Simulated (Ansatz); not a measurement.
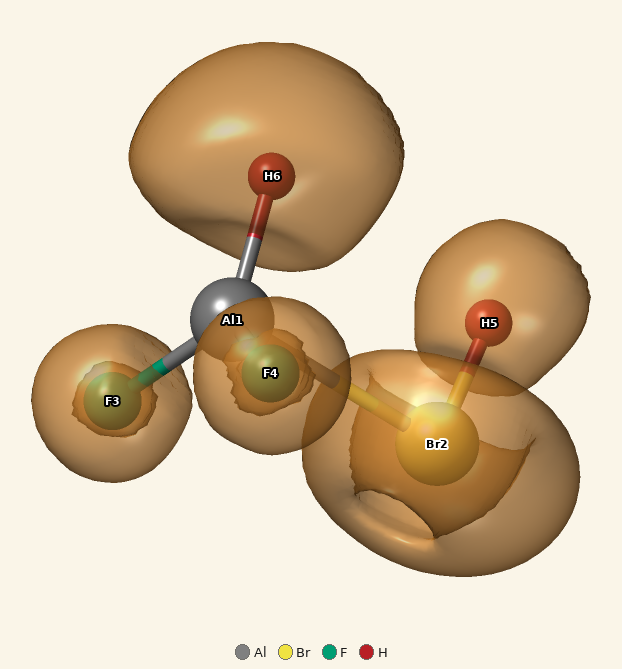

Figure. AlBrF2H2. Isosurface of the electron localisation function at 0.75 (orange), seen at a tilt. Only the valence region is drawn (cores and ρ < 0.01 e/Å³ removed).

All numbers below come from Ansatz, RKS r2SCANh/def2-SVP.

Input

```
crystal:
  periodic: [false, false, false]
  atoms:
    - { symbol: Al, position_ang: [-1.00279, -0.224606, 0.2229] }
    - { symbol: Br, position_ang: [2.633843, 0.01866, -0.445405] }
    - { symbol: F, position_ang: [-1.522488, -1.272465, -0.942376] }
    - { symbol: F, position_ang: [-1.225725, -0.616623, 1.812696] }
    - { symbol: H, position_ang: [1.504634, 0.967993, -0.479881] }
    - { symbol: H, position_ang: [-0.387374, 1.12714, -0.167934] }
basis:
  gaussian: { orbitals: def2-SVP }
hamiltonian:
  xc: r2scanh
relax:
  f_tol: 0.03
  max_steps: 50
output:
  orbitals: {}
```

Launched as:

```sh
ansatz run input.yaml --threads 2 --pin off --max-ram 3072MiB --backend cpu --events-out ev --progress --plain --runs-dir out
```

The fields are those of the relaxed geometry.

### Describe the localisation domains.

The surface consists of two regions around hydrogen nuclei, one region on Br in which the atom's valence shell and bonds are merged and two regions wrapped around F (the valence shell of each). Profiles from the grid: Al–F (1.66 Å): the ELF peaks at about 0.85 in the valence shell of F, 0.6 Å from its nucleus, and is about 0.25 at the midpoint. Al–Br (2.75 Å): the ELF peaks at about 0.90 in the valence shell of Br, 1.1 Å from its nucleus, and is about 0.75 at the midpoint.
